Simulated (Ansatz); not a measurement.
**TiHO+ (triplet): inputs that go wrong**

4 inputs are run for TiHO+ (triplet) as typed; the log has to tell whether the result can be used and what must change.

Method: the settings change from run to run; program: Ansatz 0.2.0, Gaussian basis.

23 further runs of the same task are left out: 7 for a known fault of the program, 6 that didn't finish, 10 set aside as unsound or not needed.

## (1) The system

The geometry is a PBE0/def2-TZVP stationary point (not a proven minimum).

3 atoms, charge 1, spin multiplicity 3.

Atoms are counted from 1 here; the program's logs count them from 0.

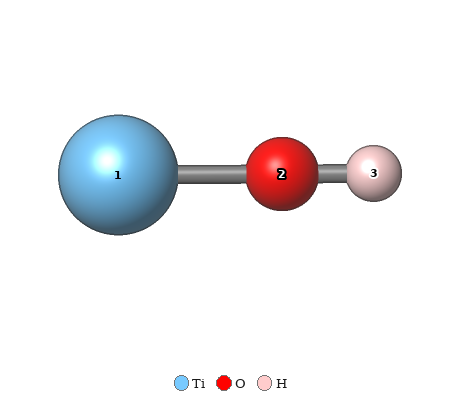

The geometry (titanium blue, oxygen red, hydrogen pink); atoms are numbered from 1 in the order of the file.

## (2) Try 1

in.yaml reads:

```yaml
crystal:
  periodic: [false, false, false]
  atoms:
    - {symbol: Ti, position_ang: [0.000000, 0.000000, 0.778360]}
    - {symbol: O, position_ang: [0.000000, 0.000000, -0.134250]}
    - {symbol: H, position_ang: [0.000000, 0.000000, -0.644110]}
basis:
  gaussian: {orbitals: def2-SVP}
total_charge: 1
magnetization: {spin_polarized: false, initial_magnetization: 2}
correlation: {method: sc_nevpt2, electrons: outside_noble_gas, active_space: {window: {electrons: 6, orbitals: 4}}}
```

Launch:

```
$ ansatz run in.yaml --threads 1 --pin off --events-out ev --progress --plain --max-ram 2393MiB
```

Standard output:

```text
Functional definition: HF
  name "HF"
  cite "Fock, Z. Phys. 61, 126 (1930) doi:10.1007/BF01340294"
  parent pbe
  exchange = exact_x
  correlation = 0
529 factors; integrals over basis functions are off by at most 6.2e-4 eV
mean field evaluation 1: about -25047.7480 eV, gradient 6.5e1 eV
mean field evaluation 2: about -25047.7770 eV, gradient 6.5e1 eV
mean field evaluation 4: about -25056.1153 eV, gradient 1.2e1 eV
mean field evaluation 8: about -25056.6022 eV, gradient 5.5e-1 eV
mean field evaluation 16: about -25056.6085 eV, gradient 7.3e-1 eV
mean field evaluation 32: about -25055.6012 eV, gradient 1.8e0 eV
mean field evaluation 64: about -25055.5866 eV, gradient 2.2e-1 eV
mean field -25056.60616158 eV, -920.8132924604 hartree, gradient 2.6e-6 eV, S^2 2.000000; 7 other end points of the search recorded, 0 dependent functions left out
reference -25056.60616158 eV, -920.8132924604 hartree; 16, 14 occupied and 34, 36 virtual orbitals, 529 factors
state -25056.60616158 eV, -920.8132924604 hartree
state -25056.60616158 eV, -920.8132924604 hartree; corrected -25061.68934499 eV, -921.0000960051 hartree
WARN: 2 active orbitals are nearly empty or full. The corrections depend on them more than the energy does, and are more stable in an active space without them
Total energy: -25061.68934499 eV, -921.0000960051 hartree
```

It took 3.3 s on 1 thread of Arm Neoverse V2, shared host.

Diagnosis: The run converged, which proves nothing about the input. The coordinates are scaled by the bohr-ångström factor. The shortest distance is 0.51 Å, against 0.96 Å in the geometry of step 1. Its energy belongs to another geometry. Fix: restore the coordinates in ångström.

## (3) Try 2

in.yaml reads:

```yaml
crystal:
  periodic: [false, false, false]
  atoms:
    - {symbol: Ti, position_ang: [0.000000, 0.000000, 1.470824]}
    - {symbol: O, position_ang: [0.000000, 0.000000, -0.253684]}
    - {symbol: H, position_ang: [0.000000, 0.000000, -1.217140]}
basis:
  gaussian: {orbitals: STO-3G}
total_charge: 1
magnetization: {spin_polarized: false, initial_magnetization: 2}
correlation: {active_space: {window: {electrons: 12, orbitals: 7}, states: [{multiplicity: 3, weights: [0.5, 1, 0.5, 0.5]}], root: 3}}
nroots: 3
```

Launched as before.

Standard output:

```text
Error: YAML parse error: error: line 12 column 1: unknown field `nroots`, expected one of crystal, accuracy, basis, kpoints, hamiltonian, magnetization, projection, total_charge, correlation, batch, efield, external_charges, scf, relax, neb, saddle, md, ramp, phonons, dielectric, real_time, elastic, magnetic_configurations, gw, evaluate, workflow, output, checkpoint, execution
  --> <input>:12:1
   |
10 | magnetization: {spin_polarized: false, initial_magnetization: 2}
11 | correlation: {active_space: {window: {electrons: 12, orbitals: 7}…
12 | nroots: 3
   | ^ unknown field `nroots`, expected one of crystal, accuracy, basis, kpoints, hamiltonian, magnetization, projection, total_charge, correlation, batch, efield, external_charges, scf, relax, neb, saddle, md, ramp, phonons, dielectric, real_time, elastic, magnetic_configurations, gw, evaluate, workflow, output, checkpoint, execution
```

Wall time 0.03 s (1 thread of Arm Neoverse V2, shared host).

What is wrong: The run was refused. The input holds a key that the program doesn't read here. Cure: remove it or spell it as the reference does.

## (4) Try 3

in.yaml reads:

```yaml
crystal:
  periodic: [false, false, false]
  atoms:
    - {symbol: Ti, position_ang: [0.000000, 0.000000, 1.470824]}
    - {symbol: O, position_ang: [0.000000, 0.000000, -0.253684]}
    - {symbol: H, position_ang: [0.000000, 0.000000, -1.217140]}
basis:
  gaussian: {orbitals: def2-SVP}
total_charge: 1
magnetization: {spin_polarized: true, initial_magnetization: 10}
hamiltonian: {xc: hf}
scf: {lower_state_search: light}
output: {forces: true, orbitals: {seedname: orbitals}}
```

The command is unchanged.

Standard output, cut to the lines that bear on the results:

```text
Functional definition: HF
  name "HF"
  cite "Fock, Z. Phys. 61, 126 (1930) doi:10.1007/BF01340294"
  parent pbe
[...]
531 factors; integrals over basis functions are off by at most 1.4e-3 eV
[...]
mean field -25071.29856551 eV, -921.3532283459 hartree, gradient 6.6e-5 eV, S^2 30.006312; 3 other end points of the search recorded, 0 dependent functions left out
[...]
reference -25071.29856551 eV, -921.3532283459 hartree; 20, 10 occupied and 30, 40 virtual orbitals, 531 factors
Total energy: -25071.29856551 eV, -921.3532283459 hartree
Atom 0 at     0.000000     0.000000     1.470824 Å, force     0.000000    -0.000000    14.451851 eV/Å
Atom 1 at     0.000000     0.000000    -0.253684 Å, force    -0.000000     0.000000    13.280530 eV/Å
Atom 2 at     0.000000     0.000000    -1.217140 Å, force     0.000000     0.000000   -27.732381 eV/Å
Dipole moment:     0.000000    -0.000000    -0.320216 e Å
```

Run time: 2.6 s. Hardware: 1 thread of Arm Neoverse V2, shared host.

What is wrong: The run converged, which proves nothing about the input. Far too many unpaired electrons are asked for. Its energy belongs to the state of multiplicity 11, not to the triplet that was meant. Cure: set initial_magnetization to that of the wanted state.

## (5) Try 4

in.yaml reads:

```yaml
crystal:
  periodic: [false, false, false]
  atoms:
    - {symbol: Ti, position_ang: [0.000000, 0.000000, 1.470824]}
    - {symbol: O, position_ang: [0.000000, 0.000000, -0.253684]}
    - {symbol: H, position_ang: [0.000000, 0.000000, -1.217140]}
basis:
  gaussian: {orbitals: aug-cc-pVTZ}
total_charge: 1
magnetization: {spin_polarized: false, initial_magnetization: 2}
correlation: {method: ccsdtq, electrons: all}
output: {forces: true}
```

Same command.

Standard output:

```text
Functional definition: HF
  name "HF"
  cite "Fock, Z. Phys. 61, 126 (1930) doi:10.1007/BF01340294"
  parent pbe
  exchange = exact_x
  correlation = 0
1870 factors; integrals over basis functions are off by at most 2.1e-7 eV
mean field evaluation 1: about -25120.1007 eV, gradient 8.6e1 eV
mean field evaluation 2: about -25120.1014 eV, gradient 8.6e1 eV
mean field evaluation 4: about -25132.8453 eV, gradient 1.9e1 eV
mean field evaluation 8: about -25134.1668 eV, gradient 2.3e0 eV
mean field evaluation 16: about -25135.4699 eV, gradient 8.0e-1 eV
mean field evaluation 32: about -25135.6525 eV, gradient 2.6e-1 eV
mean field evaluation 64: about -25133.8789 eV, gradient 9.8e-1 eV
mean field evaluation 96: about -25135.5002 eV, gradient 9.9e-4 eV
mean field evaluation 128: about -25135.5210 eV, gradient 1.3e-6 eV
mean field evaluation 160: about -25135.5210 eV, gradient 3.8e-6 eV
mean field evaluation 192: about -25135.3913 eV, gradient 9.0e-1 eV
mean field evaluation 224: about -25135.6221 eV, gradient 1.1e0 eV
mean field evaluation 256: about -25135.6516 eV, gradient 1.2e-1 eV
mean field evaluation 288: about -25129.3413 eV, gradient 4.2e0 eV
Error: SIGTERM received: run cancelled behind 292 evaluations of the mean field
```

Wall time 79 s (1 thread of Arm Neoverse V2, shared host).

Diagnosis: The run was cut at its time limit. The job is too large for the time given. Cure: a smaller basis or space, or a lower level; a longer limit helps only where the log shows it near its end.

## (6) Summary

```tsv
try	level	ended	cause	time
1	NEVPT2(6,4)/def2-SVP	converged	the coordinates are scaled by the bohr-ångström factor	3.3 s
2	CASSCF(12,7)/STO-3G	refused	the input holds a key that the program doesn't read here	0.03 s
3	HF/def2-SVP	converged	far too many unpaired electrons are asked for	2.6 s
4	CCSDTQ on ROHF/aug-cc-pVTZ	cut at its time limit	the job is too large for the time given	79 s
```

2 converged, 1 refused, 1 cut at its time limit. The input that converges on a wrong geometry or spin is the dangerous one: no error points at it, so geometry and ⟨S²⟩ have to be checked.
